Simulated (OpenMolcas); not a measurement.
**TiOF2 (SMILES [O]=[Ti]([F])[F]) at HF/ANO-RCC-VDZ (DKH8)**

Aim: the energy change on altering one bond length of TiOF2 at HF/ANO-RCC-VDZ (DKH8), from 2 runs. 

The results are computed with OpenMolcas 26.06.

## (1) The system as given

TiOF2: 4 atoms, total charge 0, spin state singlet. SMILES: `[O]=[Ti]([F])[F]`. Geometry: a GFN2-xTB relaxation, a rough one for these elements and not checked as a minimum.

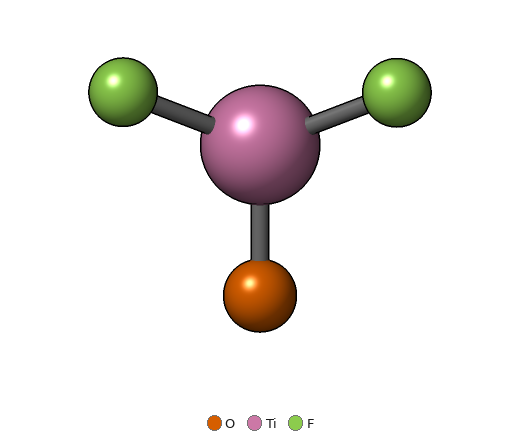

The structure, seen from a chosen angle (oxygen orange, titanium pink, fluorine green).

## (2) Energy and gradient at HF/ANO-RCC-VDZ (DKH8)

Input file job.inp:

```
>>> EXPORT MOLCAS_PRINT=2

&GATEWAY
  Coord
  4
  angstrom
  O        0.126060       0.507440       1.465250
  Ti      -0.303530      -0.166110       0.083020
  F        0.833410      -1.354510      -0.428040
  F       -0.655940       1.013190      -1.120230
  Basis=ANO-RCC-VDZ
  Group=NoSym

&SEWARD
  Relativistic=R08O02
  Expert

&SCF
  PrOrbitals=1 1

&ALASKA
```

The run is started by

```
$ export MOLCAS_MEM=1860
$ pymolcas job.inp > job.log
```

The log of the run:

```text
--- Start Module: gateway ---
[...]
--- Stop Module: gateway /rc=_RC_ALL_IS_WELL_ ---
[...]
 ###    WARNING:  EXPERT option is ON!                                       ###
 ###############################################################################
               SEWARD will generate:
[...]
      Basis functions           54
[...]
--- Start Module: scf ---
[...]
       Convergence after  15 Iterations
[...]
::    Total SCF energy                              -1126.8926766660
[...]
      Total spin, S                                     0.0000000000
[...]
      Total electronic charge=   48.000000
      Total            charge=   -0.000000
[...]
      Dipole Moment (debye):
      Origin of the operator (angstrom)=   -0.0899   -0.0621   -0.0196
                   X= -4.3066E+00               Y= -2.7813E+00               Z= -2.8221E-01           Total=  5.1344E+00
      Quadrupole Moment (debye*angstrom):
[...]
--- Stop Module: scf /rc=_RC_ALL_IS_WELL_ ---
[...]
--- Start Module: alaska ---
[...]
 *              Molecular gradients               *
 **************************************************
  Irreducible representation: a
 ------------------------------------------------------------------------------------------
                              X                       Y                       Z
 ------------------------------------------------------------------------------------------
  O1                4.61452688613750E-03    1.28436401881338E-03   -5.27340223245076E-03
  TI2               1.32979989856761E-02   -7.36135466730481E-03   -5.67349376910502E-02
  F3               -3.60330661505035E-02    4.62548239260343E-02    1.82009615867935E-02
  F4                1.81205402787441E-02   -4.01778332775216E-02    4.38073783367194E-02
 ------------------------------------------------------------------------------------------
--- Stop Module: alaska /rc=_RC_ALL_IS_WELL_ ---
[...]
```

Run time: 22 s. Hardware: 1 thread of Arm Neoverse V1, shared host; peak memory 0.41 GiB.

## (3) The distorted shape

Input file job.inp:

```
&GATEWAY
  Coord
  4
  angstrom
  O        0.478464      -0.671840       2.668480
  Ti       0.048874      -1.345390       1.286250
  F        1.185814      -2.533790       0.775190
  F       -0.655940       1.013190      -1.120230
  Basis = ANO-RCC-VDZ
  Group = NoSym

&SEWARD
  Relativistic = R08O02
  Expert

&SCF
  PrOrbitals = 1 1

&ALASKA
```

The run is started by

```
$ export MOLCAS_MEM=1860
$ pymolcas job.inp > job.log
```

The log of the run:

```text
--- Start Module: gateway ---
[...]
--- Stop Module: gateway /rc=_RC_ALL_IS_WELL_ ---
[...]
 ###    WARNING:  EXPERT option is ON!                                       ###
 ###############################################################################
               SEWARD will generate:
[...]
      Basis functions           54
[...]
--- Start Module: scf ---
[...]
       Convergence after  19 Iterations
[...]
::    Total SCF energy                              -1126.7065916578
[...]
      Total spin, S                                     0.0000000000
[...]
      Total electronic charge=   48.000000
      Total            charge=   -0.000000
[...]
      Dipole Moment (debye):
      Origin of the operator (angstrom)=    0.1968   -1.0216    0.9594
                   X= -1.8831E+00               Y= -8.7119E+00               Z=  6.8975E+00           Total=  1.1270E+01
      Quadrupole Moment (debye*angstrom):
[...]
--- Stop Module: scf /rc=_RC_ALL_IS_WELL_ ---
[...]
--- Start Module: alaska ---
[...]
 *              Molecular gradients               *
 **************************************************
  Irreducible representation: a
 ------------------------------------------------------------------------------------------
                              X                       Y                       Z
 ------------------------------------------------------------------------------------------
  O1                1.31653472250983E-02    2.18208937053088E-02    3.21905907116857E-02
  TI2               1.49176907909645E-02   -8.18203412532500E-02   -9.70829146710095E-03
  F3               -2.17048769602251E-02    2.85238623531452E-02    8.12506974835880E-03
  F4               -6.37816105588174E-03    3.14755851947845E-02   -3.06073689929267E-02
 ------------------------------------------------------------------------------------------
--- Stop Module: alaska /rc=_RC_ALL_IS_WELL_ ---
[...]
```

It took 20 s on 1 thread of Arm Neoverse V1, shared host; peak memory 0.41 GiB.

## (4) Results

At HF/ANO-RCC-VDZ (DKH8):

```
                                                          quantity           value
                                         first shape: total energy  -1126.89268 Eh
                                        first shape: dipole moment          5.13 D
                                          first shape: HOMO energy       -14.28 eV
                                          first shape: LUMO energy        -1.17 eV
                                        first shape: HOMO–LUMO gap        13.11 eV
                             first shape: largest force on an atom      3.195 eV/Å
                                     distorted shape: total energy  -1126.70659 Eh
                                    distorted shape: dipole moment         11.27 D
                                      distorted shape: HOMO energy       -10.66 eV
                                      distorted shape: LUMO energy        -3.33 eV
                                    distorted shape: HOMO–LUMO gap         7.33 eV
                         distorted shape: largest force on an atom      4.306 eV/Å
energy change with the Ti2–F4 bond stretched from 1.721 to 3.443 Å        5.064 eV
```

In words: One bond (distorted shape) is far stretched, which a spin-restricted single reference describes badly; a broken-symmetry solution may lie lower. With the Ti2–F4 bond stretched from 1.721 to 3.443 Å the energy rises by 5.06 eV (117 kcal/mol). The first shape isn't relaxed at this level, so the change isn't measured from a minimum. A restricted reference can't describe the breaking bond well at this length. The largest force (first shape) is 3.20 eV/Å: the shape isn't a stationary point for this species at this level. Mulliken charges (first shape) run from -0.61 on F3 to +1.82 on Ti2.
